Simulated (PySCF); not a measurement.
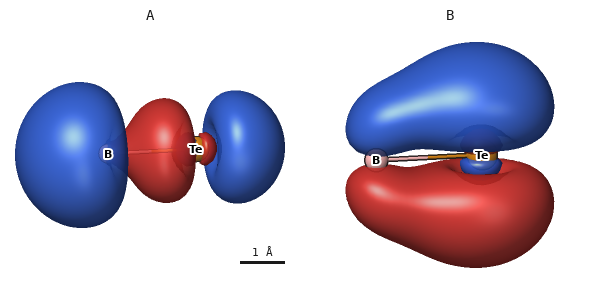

Figure. BTe (charge −1). Two frontier orbitals, each drawn at the value that holds 80 % of its norm (red and blue are the two phases), in no order; of a degenerate pair one member is drawn.

Core potentials replace the inner electrons of Te.

Theory: PBE0/aug-cc-pVDZ(-PP), non-relativistic Hamiltonian with scalar-relativistic core potentials where named, at a bond length of 2.082 Å in PySCF.

Name the orbitals and rank them from lowest to highest energy.

Answer. Orbital B: π, occupied, −1.63 eV; mainly on Te (80 %).
Orbital A: σ, occupied, −0.76 eV; shared between the atoms (B 70 %, Te 30 %).
